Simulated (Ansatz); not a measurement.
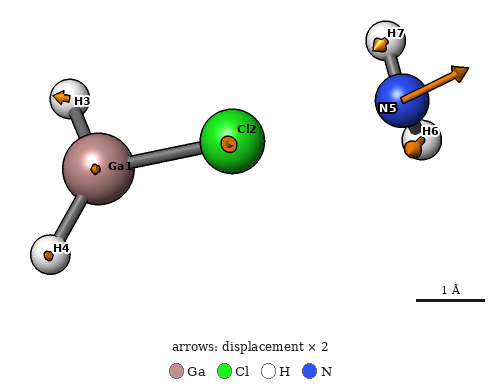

This is a relaxation of GaNH$_{4}$Cl (multiplicity 2). The starting structure is drawn; orange arrows show the displacements, magnified 2 times. The two geometries are superimposed by the best rigid fit.

The picture is a ball-and-stick view, seen at a tilt.

The run prepares an end point of a later path (reaction) calculation, from a guessed geometry.

Theory: Ansatz, UKS r2SCANh-D4/def2-SVP. (collinear spin; force threshold 0.03 eV/Å; at most 50 steps)

Which element moves most?

Answer. Nitrogen: up to 0.58 Å, against 0.35 Å for hydrogen.

What did the optimiser do to the structure, and how much energy did it gain?

Answer. N5 moves most after the best rigid fit: 0.58 Å. Largest moves by element: N 0.58 Å, H 0.35 Å, Cl 0.18 Å, Ga 0.08 Å. Near-neighbour distances that change, for instance: Ga1–Cl2 2.215 → 2.161 Å. Over 10 accepted moves (14 points after the start) the energy falls by 1.42 kcal/mol. The largest force component goes from 0.9 to 0.03 eV/Å. The line search rejected the trial steps at points 2, 6, 8, 10 of the run. The forces were under the threshold at step 5, but the run went on from there.

Limits of the set-up: the start holds two separate molecules, 2.9 Å apart at their closest, whose relative position is a soft coordinate.
